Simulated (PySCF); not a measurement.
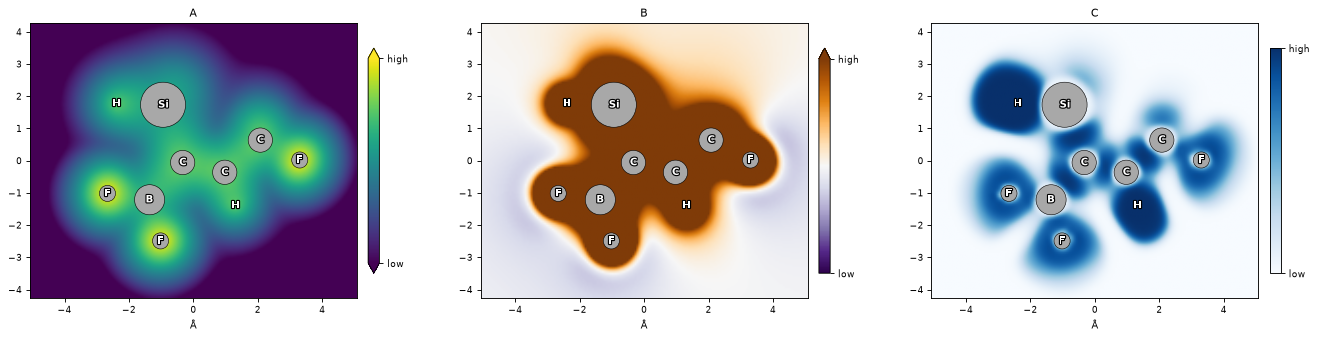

C$_{3}$H$_{6}$BF$_{3}$Si (SMILES FC/C=C(\[SiH3])B(F)F): 3 fields on the plane of atoms C4, C3 and H11, with unlabelled colour scales. Grey discs cover the atomic cores.

Geometry: GFN2-xTB.

Method: B3LYP/def2-SVPD, SCF density, gas phase (PySCF).

**Match the panels to the quantities (electron density, electron localisation function and electrostatic potential).**

Panel A: electron density. Panel B: electrostatic potential (strongly positive close to the atoms, with negative regions outside electron-rich atoms). Panel C: electron localisation function. From the grid: B–F (1.32 Å): ρ at the midpoint is about 2.2 e/Å³; the ELF peaks at about 0.85 between the atoms, as expected for a shared but strongly polarised pair. C–C (1.34 Å): ρ is about 2.3 e/Å³ halfway; the ELF peaks at about 0.95 between the atoms: a multiple bond.
